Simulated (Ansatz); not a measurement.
Consider C₂H₂ClSi (doublet).

```xyz
6

Si   -0.1536    0.6122   -1.5406
C    -0.3243    0.5400    0.3110
C     0.4401   -0.4216    0.8613
Cl    1.3907   -1.3467   -0.3063
H    -0.9488    1.1657    0.9593
H     0.5818   -0.7365    1.8965
```

Theory: UKS PBE0-D4/def2-SVP (Ansatz 0.2.0).

> What will maps of the electron density, electron localisation function and spin density show?

C–C (1.35 Å): ρ at the midpoint is about 2.2 e/Å³; the ELF peaks at about 0.90 between the atoms: localised, covalent bonding.
C–Cl (1.77 Å): ρ is about 1.3 e/Å³ halfway; the ELF peaks at about 0.90 between the atoms (localised, covalent bonding).
C–Si (1.86 Å): the density is about 0.95 e/Å³ at the midpoint; the ELF peaks at about 0.95 between the atoms, as expected for a covalent bond.
C–H (1.09 Å): ρ is about 2 e/Å³ halfway; the ELF climbs to about 1 towards the hydrogen, as it does in any bond to H: an ordinary covalent bond to hydrogen.
The unpaired spin (1 electron) lies mostly on Si1 (about 0.7) and C3 (about 0.2), in electrons by Hirshfeld's partition.

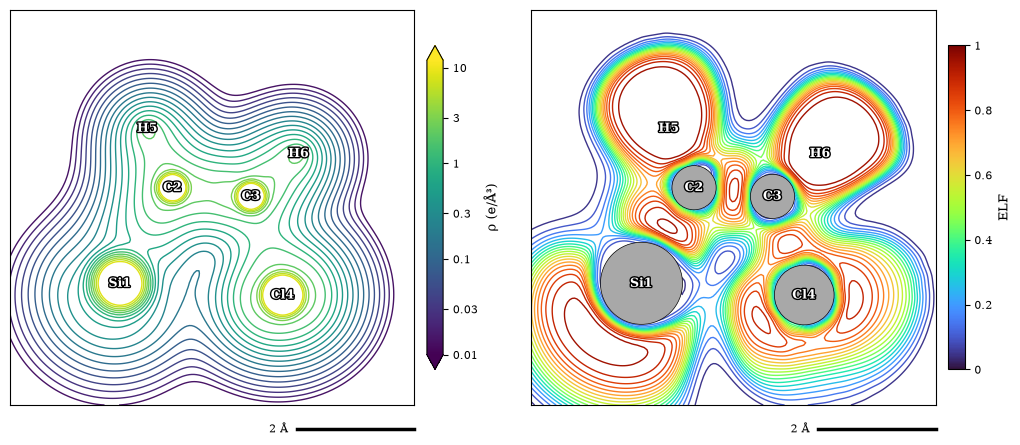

Computed electron density and electron localisation function on the molecular plane, in this order. Grey discs cover the atomic cores in the ELF map. 
